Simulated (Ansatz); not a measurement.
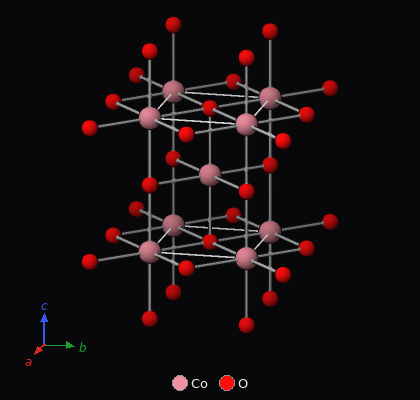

CoO, space group I4/mmm (No. 139), a = 3.016 Å, b = 3.016 Å, c = 4.214 Å, α = 90.00°, β = 90.00°, γ = 90.00°. Source: a calculation's input that goes back to an entry of the Crystallography Open Database (an earlier step may have relaxed or displaced it). Forms under 0.4 % of the area are left out.

What shape follows from the Bravais–Friedel–Donnay–Harker rule?

Answer. The forms computed, by share of the surface:

```json
{"form": "{101}", "faces": "8", "d (Å)": "2.453", "share of area (%)": "77.6"}
{"form": "{110}", "faces": "4", "d (Å)": "2.133", "share of area (%)": "15.4"}
{"form": "{002}", "faces": "2", "d (Å)": "2.107", "share of area (%)": "7.1"}
```

The crystal is roughly equant (blocky). Widths along a, b and c stand as 1.00 : 1.00 : 0.95.

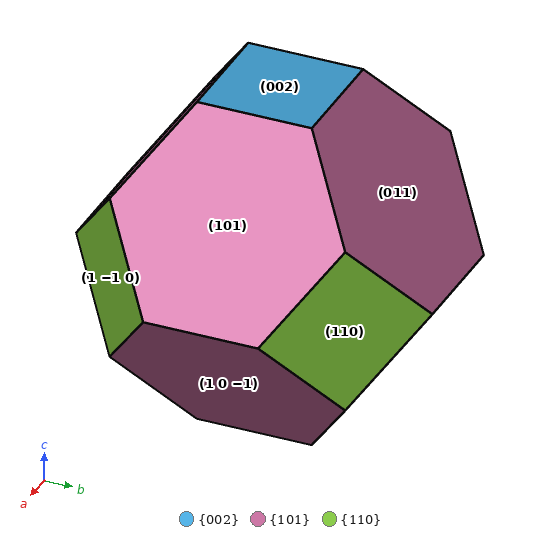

The computed shape, faces indexed. The rule is geometric and ignores bonding and growth conditions.
